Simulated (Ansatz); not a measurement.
# C4H3ClF2: geometry at several levels

Wanted for C4H3ClF2: geometry at several levels.

Method: the levels named in each step, in Ansatz 0.2.0.

### 1 The structure to begin with

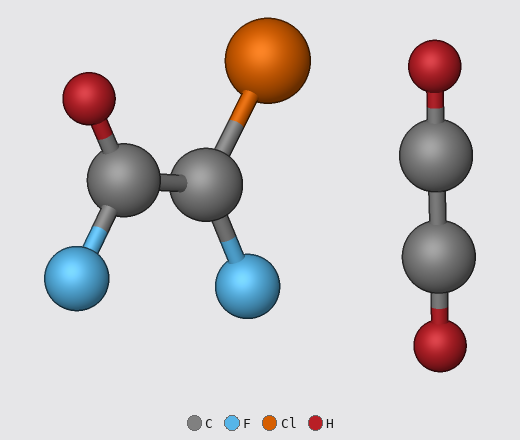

The starting structure, seen from a chosen angle (carbon grey, fluorine blue, chlorine orange, hydrogen red).

Structure file:

```xyz
10

C    -1.3698    2.0566   -1.0781
C    -1.6446    1.0995   -1.7371
F     2.0408   -0.5860   -1.2143
C     1.4906   -0.0988   -0.0995
C     0.3034   -0.5033    0.3330
F    -0.4277   -1.4204   -0.2966
Cl   -0.4248    0.1022    1.7526
H    -1.1400    2.9025   -0.5002
H    -1.8771    0.2478   -2.3056
H     2.0950    0.6385    0.4022
```

### 2 A rough first relaxation, PBE-D4/def2-SVP

The input, input.yaml:

```yaml
crystal:
  periodic: [false, false, false]
  atoms:
    - { symbol: C, position_ang: [-1.36982, 2.05655, -1.07806] }
    - { symbol: C, position_ang: [-1.64456, 1.09953, -1.73706] }
    - { symbol: F, position_ang: [2.04083, -0.58598, -1.2143] }
    - { symbol: C, position_ang: [1.49064, -0.09883, -0.09947] }
    - { symbol: C, position_ang: [0.30335, -0.50326, 0.33295] }
    - { symbol: F, position_ang: [-0.42769, -1.42044, -0.29661] }
    - { symbol: Cl, position_ang: [-0.42478, 0.10224, 1.7526] }
    - { symbol: H, position_ang: [-1.13998, 2.90251, -0.50019] }
    - { symbol: H, position_ang: [-1.87706, 0.2478, -2.30563] }
    - { symbol: H, position_ang: [2.09496, 0.63854, 0.40217] }
basis:
  gaussian: { orbitals: def2-SVP }
hamiltonian:
  xc: pbe
  dispersion: d4
relax:
  f_tol: 0.03
  max_steps: 200
```

Launch:

```bash
> ansatz run input.yaml --threads 4 --pin off --max-ram 10240MiB --backend cpu --events-out ev --progress --plain --runs-dir out
```

Standard output, shortened:

```text
Warning: RAYON_NUM_THREADS=4 ignored (pool sized by the plan → 4); use --threads N
[...]
Functional definition: PBE
[...]
1297 factors; their error is unknown
[...]
mean field -22122.47514887 eV, -812.9859665687 hartree, gradient 6.6e-5 eV, S^2 0.000000; 0 other end points of the search recorded, 0 dependent functions left out
[...]
reference -22122.47517772 eV, -812.9859676288 hartree; 31, 31 occupied and 86, 86 virtual orbitals, 1297 factors
relax step   1: F+E_penalty+E_count = -22122.69248607 eV  Δ(F+E_penalty+E_count) = +0.000e0 eV  max|allowed force component| = 1.203e0 eV/Å  Δτ_max = 0.0000 Å  (30 SCF iters, accepted)
[...]
relax step   9: F+E_penalty+E_count = -22122.80348816 eV  Δ(F+E_penalty+E_count) = +1.331e-3 eV  max|allowed force component| = 1.680e-1 eV/Å  Δτ_max = 0.0654 Å  (31 SCF iters, rejected (line search))
[...]
relax step  17: F+E_penalty+E_count = -22122.82857263 eV  Δ(F+E_penalty+E_count) = -9.459e-3 eV  max|allowed force component| = 1.916e-1 eV/Å  Δτ_max = 0.0921 Å  (32 SCF iters, accepted)
[...]
relax step  25: F+E_penalty+E_count = -22122.84754395 eV  Δ(F+E_penalty+E_count) = -6.300e-4 eV  max|allowed force component| = 1.084e-1 eV/Å  Δτ_max = 0.0705 Å  (32 SCF iters, accepted)
[...]
relax step  31: F+E_penalty+E_count = -22122.84904375 eV  Δ(F+E_penalty+E_count) = -8.128e-5 eV  max|allowed force component| = 2.410e-2 eV/Å  Δτ_max = 0.0239 Å  (33 SCF iters, accepted)
[...]
relax step  32: F+E_penalty+E_count = -22122.84910293 eV  Δ(F+E_penalty+E_count) = -5.918e-5 eV  max|allowed force component| = 8.937e-3 eV/Å  Δτ_max = 0.0414 Å  (32 SCF iters, accepted)
1297 factors; their error is unknown
mean field -22122.66211815 eV, -812.9928375631 hartree, gradient 1.8e-5 eV, S^2 0.000000; 1 other end points of the search recorded, 0 dependent functions left out
[...]
reference -22122.66214933 eV, -812.9928387088 hartree; 31, 31 occupied and 86, 86 virtual orbitals, 1297 factors
Total energy: -22122.84913411 eV, -812.9997102728 hartree
Atom 0 at    -2.012361     2.426302    -1.532032 Å, force     0.007834    -0.008912    -0.002357 eV/Å
Atom 1 at    -1.209687     1.529727    -1.734307 Å, force    -0.008429     0.008758     0.003242 eV/Å
Atom 2 at     1.313882    -0.546433    -1.497311 Å, force     0.002024     0.000618     0.008937 eV/Å
Atom 3 at     1.465500    -0.438747    -0.163213 Å, force    -0.001678     0.000522    -0.003083 eV/Å
Atom 4 at     0.438679    -0.708955     0.665738 Å, force    -0.000491     0.000454     0.000812 eV/Å
Atom 5 at    -0.754136    -1.092942     0.221012 Å, force     0.003821     0.001713     0.002063 eV/Å
Atom 6 at     0.567445    -0.572834     2.377107 Å, force    -0.001025    -0.001343    -0.005715 eV/Å
Atom 7 at    -2.725537     3.220131    -1.355797 Å, force     0.003652    -0.003936    -0.001215 eV/Å
Atom 8 at    -0.494661     0.734624    -1.903374 Å, force    -0.003027     0.003615     0.000694 eV/Å
Atom 9 at     2.456767    -0.112214     0.178578 Å, force    -0.002683    -0.001490    -0.003379 eV/Å
Dipole moment:     0.245162     0.030480     0.214798 e Å
```

Wall time 43 s (4 threads of Arm Neoverse V1, shared host); peak memory 0.16 GiB.

Relaxation path:

```
step  E - E(step 1) (eV)  largest force component (eV/Å)
   1              0.0000                          1.2027
   2             -0.0989                          0.3564
   3             -0.1041                          0.2949
   4             -0.1103                          0.0929
   5             -0.1110                          0.0631
   6             -0.1118                          0.0309
   7             -0.1123                          0.0442
   8             -0.1121                          0.2552
   9             -0.1110                          0.1680
  10             -0.1129                          0.0064
  11             -0.1140                          0.0709
  12             -0.1141                          0.3328
  13             -0.1165                          0.2110
  14             -0.1201                          0.1110
  15             -0.1242                          0.2313
  16             -0.1266                          0.4859
  17             -0.1361                          0.1916
  18             -0.1414                          0.0880
  19             -0.1439                          0.3184
  20             -0.1483                          0.0979
  21             -0.1505                          0.0854
  22             -0.1519                          0.1252
  23             -0.1533                          0.1504
  24             -0.1544                          0.1306
  25             -0.1551                          0.1084
  26             -0.1556                          0.0306
  27             -0.1560                          0.0533
  28             -0.1562                          0.0526
  29             -0.1563                          0.0482
  30             -0.1565                          0.0382
  31             -0.1566                          0.0241
  32             -0.1566                          0.0089
```

Step 1 is the start. Steps 8, 9 were tried and not accepted.

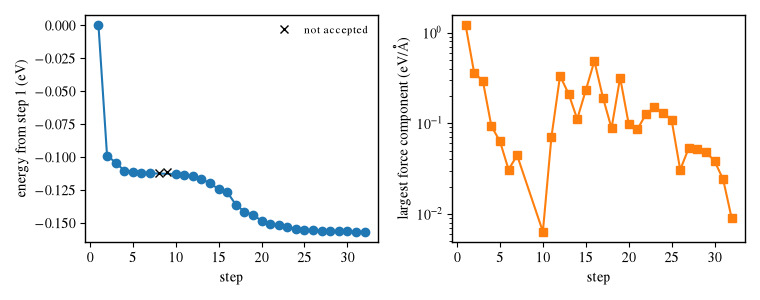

Energy and largest force along the relaxation.

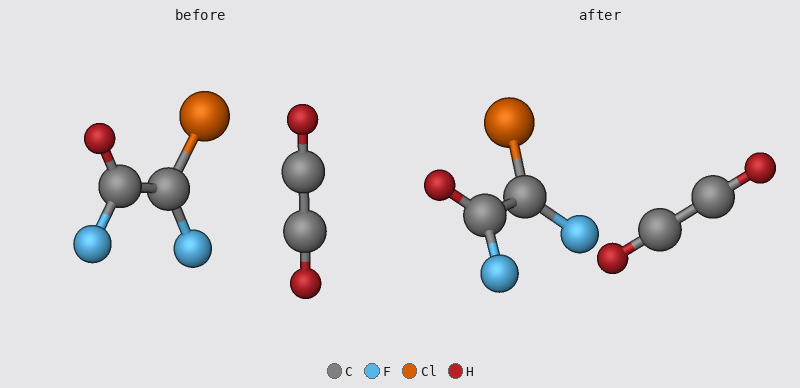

Before and after, at one scale.

Before: Bond lengths: C1–C2 1.194 Å, F3–C4 1.335 Å, C4–C5 1.327 Å, C5–F6 1.331 Å, C5–Cl7 1.707 Å, C1–H8 1.050 Å, C2–H9 1.050 Å, C4–H10 1.077 Å. Angles: C1–C2–H9 179.0°, C2–C1–H8 179.3°, F3–C4–C5 122.0°, F3–C4–H10 114.0°, C5–C4–H10 124.0°, C4–C5–F6 123.2°, C4–C5–Cl7 123.0°, F6–C5–Cl7 113.8°.

After: Bond lengths: C1–C2 1.220 Å, F3–C4 1.347 Å, C4–C5 1.347 Å, C5–F6 1.330 Å, C5–Cl7 1.722 Å, C1–H8 1.082 Å, C2–H9 1.083 Å, C4–H10 1.098 Å. Angles: C1–C2–H9 179.4°, C2–C1–H8 179.8°, F3–C4–C5 120.5°, F3–C4–H10 115.7°, C5–C4–H10 123.8°, C4–C5–F6 122.4°, C4–C5–Cl7 122.6°, F6–C5–Cl7 115.0°.

### 3 Relaxation, r2SCAN-D4/def2-TZVPP

The input, input.yaml:

```yaml
crystal:
  periodic: [false, false, false]
  atoms:
    - { symbol: C, position_ang: [-2.01236149, 2.4263019, -1.53203196] }
    - { symbol: C, position_ang: [-1.20968665, 1.52972717, -1.73430748] }
    - { symbol: F, position_ang: [1.31388153, -0.54643276, -1.49731059] }
    - { symbol: C, position_ang: [1.46550005, -0.43874678, -0.16321302] }
    - { symbol: C, position_ang: [0.4386794, -0.70895454, 0.66573783] }
    - { symbol: F, position_ang: [-0.75413583, -1.09294152, 0.22101166] }
    - { symbol: Cl, position_ang: [0.56744472, -0.57283385, 2.37710681] }
    - { symbol: H, position_ang: [-2.72553695, 3.22013054, -1.3557968] }
    - { symbol: H, position_ang: [-0.49466145, 0.73462352, -1.90337435] }
    - { symbol: H, position_ang: [2.45676667, -0.11221369, 0.1785779] }
basis:
  gaussian: { orbitals: def2-TZVPP }
hamiltonian:
  xc: r2scan
  dispersion: d4
relax:
  f_tol: 0.002
  max_steps: 150
```

Launch:

```bash
> ansatz run input.yaml --threads 4 --pin off --max-ram 10240MiB --backend cpu --events-out ev --progress --plain --runs-dir out
```

Standard output, shortened:

```text
Warning: RAYON_NUM_THREADS=4 ignored (pool sized by the plan → 4); use --threads N
[...]
Functional definition: r2SCAN
[...]
1503 factors; their error is unknown
[...]
mean field -22148.31251529 eV, -813.9354722715 hartree, gradient 4.0e-5 eV, S^2 0.000000; 0 other end points of the search recorded, 0 dependent functions left out
[...]
reference -22148.31252696 eV, -813.9354727003 hartree; 31, 31 occupied and 239, 239 virtual orbitals, 1503 factors
relax step   1: F+E_penalty+E_count = -22148.36464169 eV  Δ(F+E_penalty+E_count) = +0.000e0 eV  max|allowed force component| = 1.038e0 eV/Å  Δτ_max = 0.0000 Å  (32 SCF iters, accepted)
[...]
relax step   6: F+E_penalty+E_count = -22148.43171248 eV  Δ(F+E_penalty+E_count) = -1.114e-3 eV  max|allowed force component| = 3.579e-1 eV/Å  Δτ_max = 0.1304 Å  (33 SCF iters, accepted)
[...]
Total energy: -22148.44228439 eV, -813.9402411980 hartree
Atom 0 at    -1.683240     2.224113    -1.206668 Å, force    -0.000216    -0.000748    -0.001238 eV/Å
Atom 1 at    -1.189627     1.322355    -1.824855 Å, force    -0.000038     0.000497     0.001783 eV/Å
Atom 2 at     1.459519    -0.720183    -1.450930 Å, force    -0.000023     0.000163     0.000340 eV/Å
Atom 3 at     1.378393    -0.282889    -0.184644 Å, force    -0.000075    -0.000304    -0.000348 eV/Å
Atom 4 at     0.318159    -0.586461     0.553439 Å, force     0.000049    -0.000269    -0.000292 eV/Å
Atom 5 at    -0.677737    -1.326489     0.083288 Å, force     0.000345     0.000286     0.000110 eV/Å
Atom 6 at     0.107579    -0.054877     2.158361 Å, force     0.000075     0.000165    -0.000008 eV/Å
Atom 7 at    -2.124167     3.023330    -0.661308 Å, force     0.000751    -0.000737    -0.000449 eV/Å
Atom 8 at    -0.748027     0.518239    -2.364044 Å, force    -0.000488     0.001006    -0.000067 eV/Å
Atom 9 at     2.205037     0.321522     0.153760 Å, force    -0.000379    -0.000058     0.000171 eV/Å
Dipole moment:     0.178752     0.175685     0.176478 e Å
```

Run time: 2.2 min. Hardware: 4 threads of Arm Neoverse V1, shared host; peak memory 0.4 GiB.

Relaxation path:

| step | energy from step 1 (eV) | largest force component (eV/Å) |
| --- | --- | --- |
| 1 | 0.0000 | 1.0381 |
| 2 | -0.0587 | 0.2350 |
| 3 | -0.0631 | 0.1187 |
| 4 | -0.0644 | 0.0789 |
| 5 | -0.0660 | 0.1842 |
| 6 | -0.0671 | 0.3579 |
| 7 | -0.0695 | 0.2160 |
| 8 | -0.0724 | 0.0981 |
| 9 | -0.0735 | 0.1863 |
| 10 | -0.0754 | 0.0702 |
| 11 | -0.0764 | 0.0676 |
| 12 | -0.0770 | 0.0913 |
| 13 | -0.0774 | 0.0363 |
| 14 | -0.0775 | 0.0165 |
| 15 | -0.0776 | 0.0054 |
| 16 | -0.0776 | 0.0047 |
| 17 | -0.0776 | 0.0030 |
| 18 | -0.0776 | 0.0016 |
| 19 | -0.0776 | 0.0017 |
| 20 | -0.0776 | 0.0014 |
| 21 | -0.0776 | 0.0025 |
| 22 | -0.0776 | 0.0018 |

Step 1 is the start.

Before: Bond lengths: C1–C2 1.220 Å, F3–C4 1.347 Å, C4–C5 1.347 Å, C5–F6 1.330 Å, C5–Cl7 1.722 Å, C1–H8 1.082 Å, C2–H9 1.083 Å, C4–H10 1.098 Å. Angles: C1–C2–H9 179.4°, C2–C1–H8 179.8°, F3–C4–C5 120.5°, F3–C4–H10 115.7°, C5–C4–H10 123.8°, C4–C5–F6 122.4°, C4–C5–Cl7 122.6°, F6–C5–Cl7 115.0°.

After: Bond lengths: C1–C2 1.200 Å, F3–C4 1.342 Å, C4–C5 1.327 Å, C5–F6 1.327 Å, C5–Cl7 1.704 Å, C1–H8 1.063 Å, C2–H9 1.064 Å, C4–H10 1.079 Å. Angles: C1–C2–H9 179.4°, C2–C1–H8 179.8°, F3–C4–C5 119.9°, F3–C4–H10 115.6°, C5–C4–H10 124.5°, C4–C5–F6 122.0°, C4–C5–Cl7 123.5°, F6–C5–Cl7 114.5°.

### 4 Relaxation, B3LYP-D4/def2-TZVPP

input.yaml: that of step 3 with these lines changed.

```diff
@@ -16,3 +16,3 @@
 hamiltonian:
-  xc: r2scan
+  xc: { name: B3LYP }
   dispersion: d4
```

Launch:

```bash
> ansatz run input.yaml --threads 4 --pin off --max-ram 10240MiB --backend cpu --events-out ev --progress --plain --runs-dir out
```

Standard output, shortened:

```text
Warning: RAYON_NUM_THREADS=4 ignored (pool sized by the plan → 4); use --threads N
[...]
Functional definition: B3LYP
[...]
1522 factors; their error is unknown
[...]
mean field -22154.48762317 eV, -814.1624033004 hartree, gradient 2.8e-5 eV, S^2 0.000000; 0 other end points of the search recorded, 0 dependent functions left out
[...]
reference -22154.48791583 eV, -814.1624140556 hartree; 31, 31 occupied and 239, 239 virtual orbitals, 1522 factors
relax step   1: F+E_penalty+E_count = -22154.78336283 eV  Δ(F+E_penalty+E_count) = +0.000e0 eV  max|allowed force component| = 1.199e0 eV/Å  Δτ_max = 0.0000 Å  (32 SCF iters, accepted)
[...]
relax step   6: F+E_penalty+E_count = -22154.86105309 eV  Δ(F+E_penalty+E_count) = -9.308e-4 eV  max|allowed force component| = 2.556e-1 eV/Å  Δτ_max = 0.0793 Å  (33 SCF iters, accepted)
[...]
Total energy: -22154.86938327 eV, -814.1764327253 hartree
Atom 0 at    -1.683239     2.225110    -1.217232 Å, force    -0.000519     0.000563     0.000555 eV/Å
Atom 1 at    -1.185586     1.339402    -1.849725 Å, force     0.000525    -0.000827     0.000149 eV/Å
Atom 2 at     1.439917    -0.711300    -1.454502 Å, force     0.000175     0.000193     0.000406 eV/Å
Atom 3 at     1.365804    -0.283284    -0.183370 Å, force    -0.000227    -0.000685    -0.001565 eV/Å
Atom 4 at     0.325050    -0.599575     0.569879 Å, force     0.000691     0.000982     0.001295 eV/Å
Atom 5 at    -0.674209    -1.349546     0.118960 Å, force    -0.000173    -0.000397    -0.000439 eV/Å
Atom 6 at     0.136878    -0.070425     2.186971 Å, force    -0.000122    -0.000055    -0.000031 eV/Å
Atom 7 at    -2.128946     3.010564    -0.658468 Å, force     0.000234    -0.000244    -0.000541 eV/Å
Atom 8 at    -0.738143     0.549012    -2.401169 Å, force    -0.000286     0.000594    -0.000159 eV/Å
Atom 9 at     2.188363     0.328700     0.145056 Å, force    -0.000299    -0.000124     0.000330 eV/Å
Dipole moment:     0.192320     0.188350     0.191486 e Å
```

It took 2.3 min on 4 threads of Arm Neoverse V1, shared host; peak memory 0.83 GiB.

The steps of the relaxation:

```csv
step,energy from step 1 (eV),largest force component (eV/Å)
1,0.0000,1.1985
2,-0.0703,0.2663
3,-0.0751,0.1702
4,-0.0760,0.0434
5,-0.0768,0.1849
6,-0.0777,0.2556
7,-0.0789,0.2038
8,-0.0802,0.1421
9,-0.0812,0.1210
10,-0.0824,0.1414
11,-0.0834,0.0815
12,-0.0843,0.0555
13,-0.0850,0.0981
14,-0.0854,0.0769
15,-0.0856,0.0313
16,-0.0857,0.0269
17,-0.0857,0.0081
18,-0.0857,0.0060
19,-0.0857,0.0081
20,-0.0857,0.0017
21,-0.0857,0.0029
22,-0.0857,0.0027
23,-0.0857,0.0016
```

Step 1 is the start.

Before: Bond lengths: C1–C2 1.220 Å, F3–C4 1.347 Å, C4–C5 1.347 Å, C5–F6 1.330 Å, C5–Cl7 1.722 Å, C1–H8 1.082 Å, C2–H9 1.083 Å, C4–H10 1.098 Å. Angles: C1–C2–H9 179.4°, C2–C1–H8 179.8°, F3–C4–C5 120.5°, F3–C4–H10 115.7°, C5–C4–H10 123.8°, C4–C5–F6 122.4°, C4–C5–Cl7 122.6°, F6–C5–Cl7 115.0°.

After: Bond lengths: C1–C2 1.197 Å, F3–C4 1.343 Å, C4–C5 1.323 Å, C5–F6 1.328 Å, C5–Cl7 1.712 Å, C1–H8 1.062 Å, C2–H9 1.063 Å, C4–H10 1.077 Å. Angles: C1–C2–H9 179.3°, C2–C1–H8 179.7°, F3–C4–C5 120.4°, F3–C4–H10 115.3°, C5–C4–H10 124.3°, C4–C5–F6 122.2°, C4–C5–Cl7 123.4°, F6–C5–Cl7 114.4°.

### 5 The levels compared

| level | C1–C2 (Å) | F3–C4 (Å) | C4–C5 (Å) | rotational constants (MHz) | dipole (D) | CPU time |
| --- | --- | --- | --- | --- | --- | --- |
| r2SCAN-D4/def2-TZVPP | 1.1996 | 1.3421 | 1.3270 | 2111.7, 1419.4, 1035.9 | 1.47 | 8.4 min |
| B3LYP-D4/def2-TZVPP | 1.1967 | 1.3433 | 1.3231 | 2132.2, 1384.1, 1023.6 | 1.59 | 8.8 min |

Constants are for the commonest isotopes at the equilibrium geometry; times are CPU times of the relaxations.

### 6 Results

| quantity | value |
| --- | --- |
| C1–C2 at B3LYP-D4/def2-TZVPP | 1.197 Å |
| F3–C4 at B3LYP-D4/def2-TZVPP | 1.343 Å |
| C4–C5 at B3LYP-D4/def2-TZVPP | 1.323 Å |

The C1–C2 distance spreads over 0.003 Å, from B3LYP-D4/def2-TZVPP (shortest) to r2SCAN-D4/def2-TZVPP.
